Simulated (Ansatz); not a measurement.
SiH3F (SMILES F[SiH3]): methods side by side

SiH3F has 5 atoms, charge 0, and is taken as a singlet. SMILES: `F[SiH3]`. The shape was relaxed beforehand at PBE0/def2-SVP.

Each level gives the adiabatic ionisation energy (to the doublet cation, shapes relaxed at PBE0/def2-SVP, no zero-point term) (eV). The values are calculated.

```csv
level,kind,program,value (eV),less CCSD(T)/def2-TZVPP,CPU time (all runs)
HF/def2-TZVPP,Hartree–Fock,Ansatz,10.92,-0.92,1.4 s
SVWN5/def2-TZVPP,LDA,Ansatz,11.58,-0.26,1.6 s
BLYP/def2-TZVPP,GGA,Ansatz,11.48,-0.36,2.6 s
r2SCAN/def2-TZVPP,meta-GGA,Ansatz,11.59,-0.25,6.1 s
B3LYP/def2-TZVPP,global hybrid,Ansatz,11.80,-0.04,3.1 s
CAM-B3LYP/def2-TZVPP,range-separated hybrid,Ansatz,11.83,-0.01,3.5 s
B2PLYP/def2-TZVPP,double hybrid,Ansatz,11.74,-0.10,6 s
RPA@PBE/def2-TZVPP,RPA,Ansatz,12.08,+0.24,5.5 s
CCSD(T)/def2-TZVPP,coupled cluster or CI,Ansatz,11.84,0.00,20 s
```

Differences are taken from CCSD(T)/def2-TZVPP for orientation; it has basis-set and higher-order errors of its own. The values span 10.92 to 12.08 eV. CPU times are rough (shared hosts, several kinds of processor): they show what a rung costs within a factor of a few.

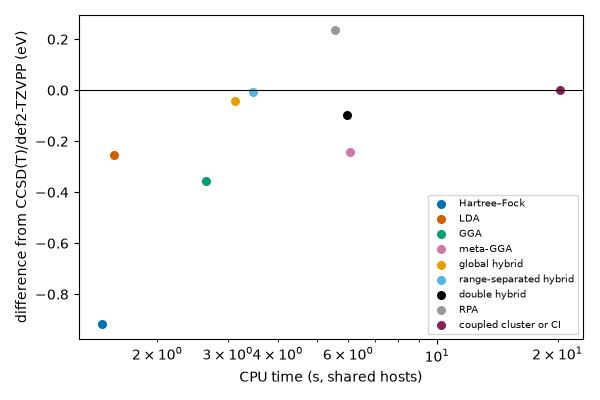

Difference from CCSD(T)/def2-TZVPP against processor time, one point a level.
